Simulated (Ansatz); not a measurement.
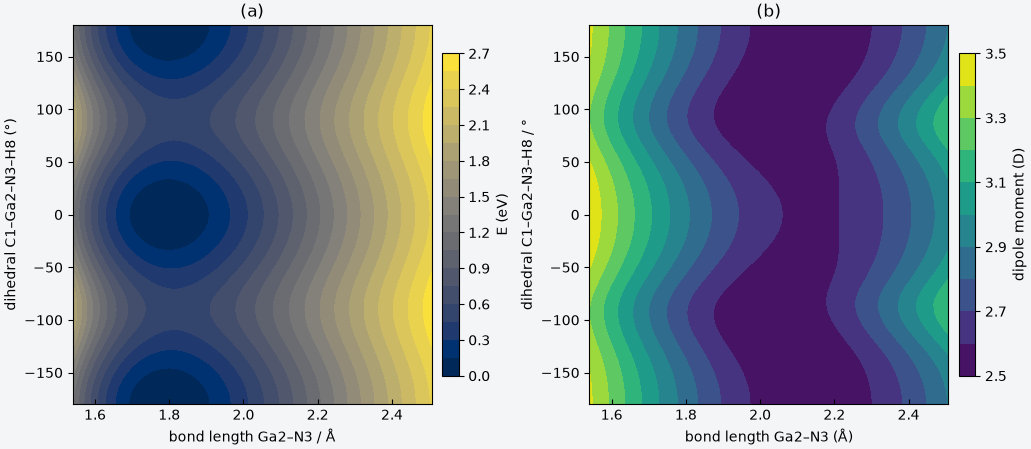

CH₅ClGaN, SMILES [CH3][Ga]([NH2])[Cl]. The first coordinate is: bond length Ga2–N3; the second: dihedral C1–Ga2–N3–H8. Nothing is relaxed (all other coordinates rigid). The grid has 15 × 15 points. All energies are given in eV relative to the relaxed molecule at the same level. Theory: RKS SPW92 (LDA)/def2-TZVP (Ansatz 0.2.0).

Panel (a) is the energy; panel (b) is the computed dipole moment, in D.

The picture shows filled contours. Between grid points the surface is interpolated.

How does the dipole moment vary over the map, and what is it at the lowest grid point?

Answer. Leaving out the highest fifth of the energies, it runs from 2.51 D at bond length Ga2–N3 = 2.092 Å, dihedral C1–Ga2–N3–H8 = −132° to 3.47 D at bond length Ga2–N3 = 1.540 Å, dihedral C1–Ga2–N3–H8 = −12°. At the lowest grid point, bond length Ga2–N3 = 1.816 Å, dihedral C1–Ga2–N3–H8 = −180°, it is 2.83 D.
